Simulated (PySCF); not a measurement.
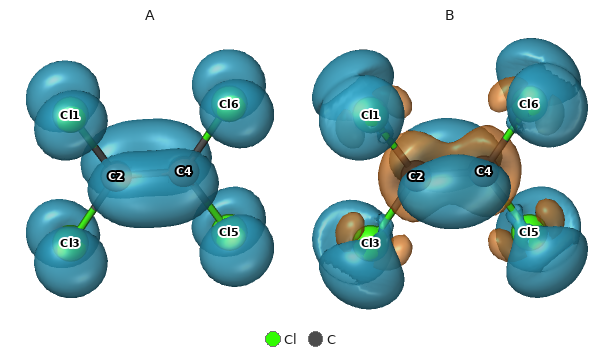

Figure. C₂Cl₄, SMILES `ClC(Cl)=C(Cl)Cl`. The Fukui function f⁻ from two separate SCF calculations and the density of the HOMO, at ±0.015 e/Å³ (light blue positive, orange negative).

Level of theory: B3LYP/def2-SVPD (PySCF), at a geometry from GFN2-xTB. No frequency check shows the geometry to be a minimum. GFN2-xTB bond lengths at metals and heavier atoms can be off by up to 0.1 Å and shapes distorted, which carries into these values.

The calculation's input:

```python
import numpy as np
from pyscf import gto, scf, dft
from pyscf.scf import atom_ks, atom_hf
from scipy.linalg import block_diag

def solve(mol, dm0=None, hcore=None):
    mf = (dft.UKS if mol.spin else dft.RKS)(mol, xc='b3lyp')
    mf.grids.level = 3
    mf = mf.density_fit(auxbasis='def2-universal-jkfit')
    mf.conv_tol, mf.max_cycle = 1e-8, 80
    if hcore is not None:
        mf.get_hcore = lambda *args: hcore
    mf.kernel(dm0)
    if not mf.converged:
        mf = mf.newton().run(mf.mo_coeff, mf.mo_occ, max_cycle=30)
    assert mf.converged, 'SCF not converged'
    return mf

mol = gto.M(atom='''
Cl     1.57615    -1.45210     0.00000
C      0.66926     0.00017     0.00000
Cl     1.57630     1.45193     0.00000
C     -0.66926    -0.00017     0.00000
Cl    -1.57615     1.45210     0.00000
Cl    -1.57630    -1.45193     0.00000
''', basis='def2-svpd', charge=0, spin=0, verbose=4)
mf = solve(mol)
out = dict(e0=mf.e_tot, dm0=mf.make_rdm1(), c=mf.mo_coeff, occ=mf.mo_occ, eps=mf.mo_energy)
for name, dq, spin in [('cation', 1, 1)]:
    ion = mol.copy().set(charge=mol.charge + dq, spin=spin).build()
    mi = solve(ion)
    if spin and dq > 0 and mol.nao < 130:
        c, _, stable, _ = mi.stability(return_status=True)
        if not stable:
            mi = solve(ion, mi.make_rdm1(c, mi.mo_occ))
    print(name, 'vertical energy change / eV', (mi.e_tot - mf.e_tot) * 27.211386)
    out.update({'e_' + name: mi.e_tot, 'dm_' + name: mi.make_rdm1(), 's2_' + name: mi.spin_square()[0], 'eps_' + name: mi.mo_energy, 'occ_' + name: mi.mo_occ})
# spherically averaged free atoms, for the promolecule
atm = atom_ks.get_atm_nrks(mol, xc='b3lyp')
pro = block_diag(*[(atm[a[0]][2] * atm[a[0]][3]) @ atm[a[0]][2].T for a in mol._atom])
np.savez('result.npz', pro=pro, **out)
```

Run with:

```sh
OMP_NUM_THREADS=1 python input.py
```

The run took 49 s on 1 thread of Arm Neoverse V2, on a shared host, peak memory 0.65 GiB.

Partitions, critical points and surface values were worked out afterwards from this run's density.

Question: Which panel is which, and how good is the frozen-orbital picture?

Answer: B is f⁻ (it has negative regions), A the HOMO density. The HOMO lies on C2 and C4 (20 % each) and Cl1, Cl3, Cl5 and Cl6 (15 % each); f⁻ (Hirshfeld-condensed) is largest on Cl1, Cl3, Cl5 and Cl6 (0.20 each); the vertical ionisation energy is 9.33 eV (the stability of the cation's solution wasn't checked). Relaxation shifts 22 % of the electron between atoms. The orbital energy is −7.25 eV.
